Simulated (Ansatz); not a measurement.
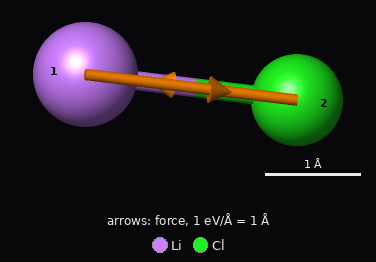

Starting geometry of LiCl (coarse preliminary run) with the computed forces as orange arrows. The picture is a ball-and-stick view, seen at a tilt.

The start comes from a force field.

The calculation used RKS PBE-D4/def2-SVP (Ansatz).

Input file:
```yaml
crystal:
  periodic: [false, false, false]
  atoms:
    - {symbol: Li, position_ang: [0.989100, -0.378100, 0.491800]}
    - {symbol: Cl, position_ang: [-0.959600, 0.317900, -0.487700]}
basis:
  gaussian: {orbitals: def2-SVP}
hamiltonian: {xc: pbe, dispersion: d4}
relax: {f_tol: 0.03, max_steps: 200}
```

Run as
```bash
ansatz run in.yaml --threads 2 --pin off --events-out ev --progress --plain --max-ram 32768MiB --backend cpu
```

> What follows when this structure is relaxed?

It isn't relaxed: the largest force vector, on Li atoms, is 1.59 eV/Å. The atoms end up moving mostly along the starting forces (cosine between the two patterns 1.00). The energy falls by 26.0 kJ/mol in 2 geometry steps. Largest force component: 1.4 eV/Å at the start, 0.014 eV/Å at the end. The largest moves after the best rigid fit, 0.14 Å, are those of Li1 and Cl2. By element the largest moves are Li 0.14 Å, Cl 0.14 Å. Among the contacts that change: Li1–Cl2 2.289 → 2.005 Å.
